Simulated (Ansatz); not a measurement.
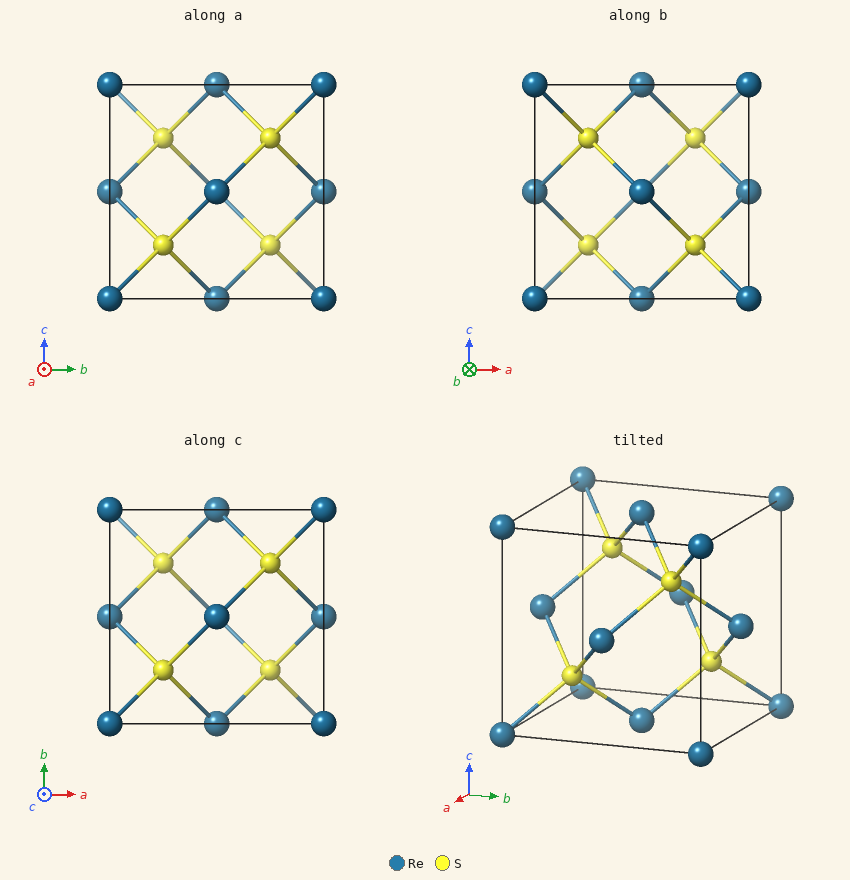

The figure gives a ball-and-stick picture of the atoms, viewed along the a axis, along the b axis, along the c axis and slightly off an axis. Atoms at the boundary of the conventional unit cell (the box) are drawn once for each face, edge or corner they touch.

Lattice parameters: a = 5.715 Å, b = 5.715 Å, c = 5.715 Å, α = 90.00°, β = 90.00°, γ = 90.00°. Put a along x and b in the xy plane.

Question: From the views, write a POSCAR file.

Answer:
```
Re S
1.0
     5.715    0.000    0.000
     0.000    5.715    0.000
     0.000    0.000    5.715
Re S
4 4
Direct
  0.0000 0.0000 0.0000
  0.0000 0.5000 0.5000
  0.5000 0.0000 0.5000
  0.5000 0.5000 0.0000
  0.2500 0.2500 0.7500
  0.2500 0.7500 0.2500
  0.7500 0.2500 0.2500
  0.7500 0.7500 0.7500
```

The model was built from a structure type filled with these elements by a generator (whether the compound takes this form wasn't checked). Earlier steps of the study may have refined or changed the cell and positions. Ansatz was used for an electronic-structure calculation on it.

At this level of theory the cell isn't at rest (stretched, at -25 GPa), so its distances can differ from those at equilibrium, the more so the softer the solid.
